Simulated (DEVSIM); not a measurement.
Structure: abrupt InP n-p junction, at 400 K.

| layer (left to right) | material | thickness (μm) | Nd (cm⁻³) | Na (cm⁻³) | τn (s) | τp (s) |
|---|---|---|---|---|---|---|
| 1 | InP | 0.170 | 4.9e15 | - | 6e-10 | 6e-10 |
| 2 | InP | 1.00 | - | 3.2e15 | 6e-10 | 6e-10 |

Left contact: ohmic. Right contact: ohmic. Voltage is applied to the left contact. Recombination: SRH at mid-gap. Mobility is μmin + (μ − μmin)/(1 + (N/Nref)^α).

The device is made up for the run: typed textbook-type constants, with dimensions and the other settings drawn at random. Values at 300 K; Nc and Nv go as T^1.5, mobilities as T to minus their exponent, the gap by Varshni's rule with the affinity fixed.

```tsv
parameter	InP
gap (eV)	1.344
affinity (eV)	4.38
permittivity	12.5
Nc (cm⁻³)	5.7e17
Nv (cm⁻³)	1.1e19
μn (cm²/Vs)	5200
μp (cm²/Vs)	170
μn,min	400
μp,min	10
Nref,n	3e17
Nref,p	4.9e17
αn	0.47
αp	0.62
T exponent of μn	2
T exponent of μp	2
Varshni α (eV/K)	0.000363
Varshni β (K)	162
```

DEVSIM, 1D drift-diffusion, Boltzmann statistics, complete ionisation; no tunnelling, impact ionisation, image-force lowering or self-heating.

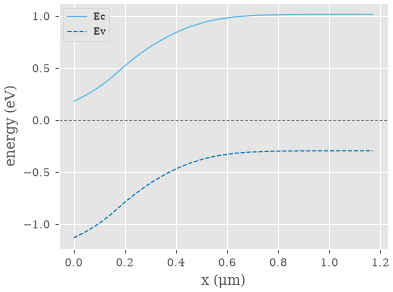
Figure. Band edges at zero bias

Energies count from the Fermi level of the right contact; mesh points crowd at the junctions.

| x (μm) | Ec (eV) | Ev (eV) | n (cm⁻³) | p (cm⁻³) | field (V/cm) |
|---|---|---|---|---|---|
| 0.000 | 0.179 | -1.133 | 4.9e15 | 91000 | 12000 |
| 0.01277 | 0.194 | -1.117 | 3.1e15 | 140000 | 12000 |
| 0.02850 | 0.214 | -1.098 | 1.8e15 | 250000 | 13000 |
| 0.05197 | 0.245 | -1.067 | 7.2e14 | 620000 | 14000 |
| 0.09170 | 0.305 | -1.006 | 1.3e14 | 3600000 | 17000 |
| 0.1224 | 0.359 | -0.952 | 2.6e13 | 1.7e7 | 19000 |
| 0.1447 | 0.403 | -0.909 | 7.4e12 | 6.0e7 | 20000 |
| 0.1645 | 0.444 | -0.867 | 2.2e12 | 2.0e8 | 22000 |
| 0.1754 | 0.468 | -0.843 | 1.1e12 | 4.0e8 | 22000 |
| 0.1900 | 0.499 | -0.812 | 4.5e11 | 1.0e9 | 21000 |
| 0.2140 | 0.549 | -0.762 | 1.1e11 | 4.2e9 | 20000 |
| 0.2641 | 0.643 | -0.668 | 6.9e9 | 6.5e10 | 18000 |
| 0.3277 | 0.747 | -0.565 | 3.4e8 | 1.3e12 | 15000 |
| 0.4251 | 0.868 | -0.443 | 1.0e7 | 4.4e13 | 10000 |
| 0.6276 | 0.991 | -0.321 | 290000 | 1.5e15 | 2600 |
| 0.8102 | 1.012 | -0.299 | 150000 | 2.9e15 | 380 |
| 0.9341 | 1.015 | -0.296 | 140000 | 3.1e15 | 94 |
| 1.025 | 1.016 | -0.296 | 140000 | 3.2e15 | 34 |
| 1.096 | 1.016 | -0.296 | 140000 | 3.2e15 | 17 |
| 1.131 | 1.016 | -0.296 | 140000 | 3.2e15 | 14 |
| 1.153 | 1.016 | -0.296 | 140000 | 3.2e15 | 12 |
| 1.170 | 1.016 | -0.296 | 140000 | 3.2e15 | 12 |
